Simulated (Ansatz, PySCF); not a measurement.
dimethyl selenide (SMILES C[Se]C) and NH3 (SMILES N) are pulled apart as rigid monomers along the line of their centres of mass, from the B3LYP-D3(BJ)/def2-TZVP minimum. Starting geometry (charge 0, multiplicity 1):
```xyz
13

C     -0.79871     0.06320    -1.83228
Se    -0.60525     0.35728     0.09725
C      1.31833     0.72987     0.10270
H     -0.17824    -0.77308    -2.14772
H     -1.84517    -0.16983    -2.01792
H     -0.52507     0.96420    -2.37730
H      1.85965    -0.11304    -0.32245
H      1.58659     0.85644     1.14919
H      1.52513     1.63788    -0.45973
N      0.40567     0.15568     3.40339
H      0.80110    -0.21467     4.25996
H     -0.33996     0.79176     3.66244
H     -0.02324    -0.61591     2.90344
```

Interaction energies with rigid monomers; basis-set methods are counterpoise corrected unless marked otherwise.

Cores are frozen in the correlated methods. Filled d and f shells under p-block atoms count as core. Rows in 6-31G* carry no dispersion term and start afresh at each structure (6-31G* with six Cartesian d functions); the Pople sets are all-electron and without relativity. MP2/6-31G* freezes PySCF's default core, which leaves 3d correlated.

Programs: Ansatz (Gaussian basis) for Hartree–Fock, density functionals and correlated methods; PySCF for 6-31G* rows. 

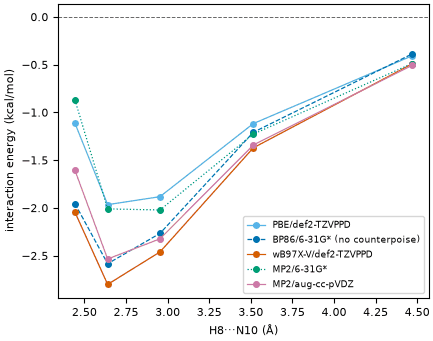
*Interaction energy against separation*

Q: Which level binds most strongly at H8···N10 = 2.64, and by how much?

A: wB97X-V/def2-TZVPPD, -2.8 kcal/mol.

Ansatz is a first-principles code.
